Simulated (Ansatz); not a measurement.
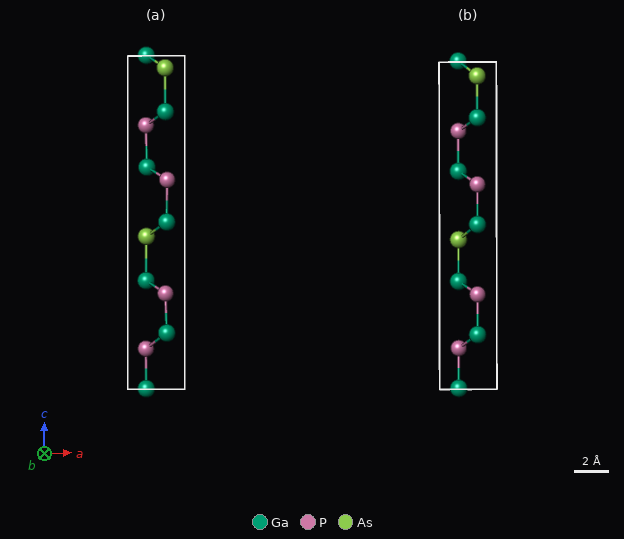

The structure of crystalline Ga3AsP2 (a generated structure, set up in P1) (coarse preliminary run) before (left) and after (right) a relaxation, at one scale.

Style: ball-and-stick. Shown: the cell of the calculation, along the b axis.

Method: Ansatz 0.2.0, DFT PBE, scalar-relativistic, plane waves, PAW. Set-up: plane-wave cutoff 420 eV; k-point mesh 6 × 6 × 1; occupations gaussian; smearing width 0.1 eV; no spin polarisation; cell and atoms relaxed; force threshold 0.025 eV/Å; at most 60 steps.

Question: What changed between the two?

Answer: The energy falls by 40.2 meV per atom in 3 accepted moves (4 points after the start). Largest force component: 1.3 eV/Å at the start, 0.0073 eV/Å at the end. The pressure goes from −1.65 to 0.00 GPa. At 1 point the geometry stayed and the basis and grid were re-selected for the new cell (energy shift of 0.2 meV per atom at most each time). The largest move relative to the cell is that of an As atom, 0.14 Å along [2 0 −1]. Largest moves by element: As 0.14 Å, P 0.13 Å, Ga 0.09 Å. The volume changes by −3.4 %, with a 3.962 → 3.937 Å (−0.6 %), b 4.003 → 3.938 Å (−1.6 %), c 19.823 → 19.460 Å (−1.8 %), α 89.5° → 90.0°, γ 120.6° → 120.0°. Near-neighbour distances that change, for instance: Ga–P 2.576 → 2.405 Å, As–Ga 2.633 → 2.486 Å, Ga–P 2.513 → 2.391 Å, Ga–P 2.499 → 2.399 Å. Bond angles that change, for instance: P–Ga–P 114.8° → 109.1°, P–Ga–P 104.5° → 109.9°, Ga–P–Ga 104.5° → 109.9°. The space group (tolerance 0.01 Å) goes from P1 (No. 1) to P6_3mc (No. 186).
